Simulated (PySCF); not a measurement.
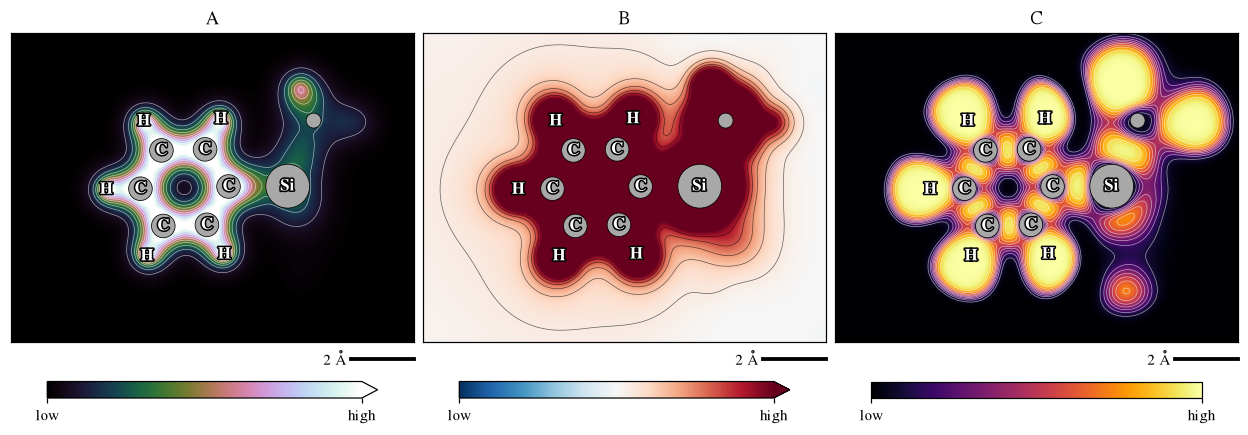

C6H15PSi4: 3 fields on the plane of atoms C9, C10 and C11, with unlabelled colour scales. Grey discs cover the atomic cores.

Geometry: PBE0-D3(BJ)/def2-SVP.

Method: PySCF, PBE0/pcSseg-1, SCF density, gas phase, non-relativistic.

Question: Which field does each panel show? The fields are: electron density, electron localisation function and electrostatic potential.

Answer: Panel A: electron density. Panel B: electrostatic potential (strongly positive close to the atoms and fading to about zero outside). Panel C: electron localisation function. From the grid: C–C (1.39 Å): ρ is about 2.1 e/Å³ halfway; the ELF peaks at about 0.95 between the atoms; a covalent bond. C–Si (1.89 Å): the density is about 0.91 e/Å³ at the midpoint; the ELF peaks at about 0.95 between the atoms; localised, covalent bonding.
